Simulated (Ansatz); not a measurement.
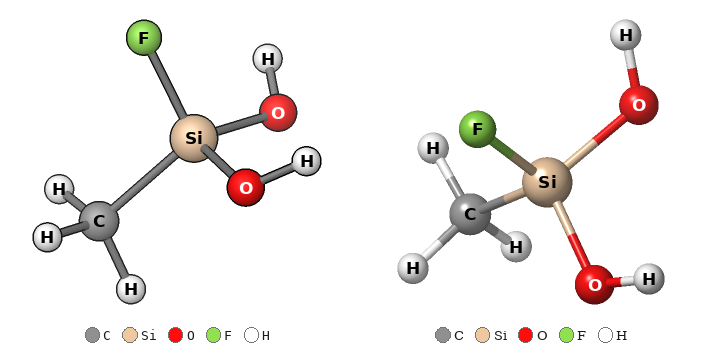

Two views of one molecule.

The computed structure is the end point of a PBE0-D4/def2-TZVP optimisation.

Count the atoms of each element.

Answer. CH5FO2Si, 10 atoms: 1 carbon, 5 hydrogen, 1 fluorine, 2 oxygen and 1 silicon.

Write the SMILES.

Answer. C[Si](O)(O)F

Count the bonded pairs by element.

Answer. 3 C–H, 2 O–Si, 2 O–H, 1 C–Si, 1 F–Si.
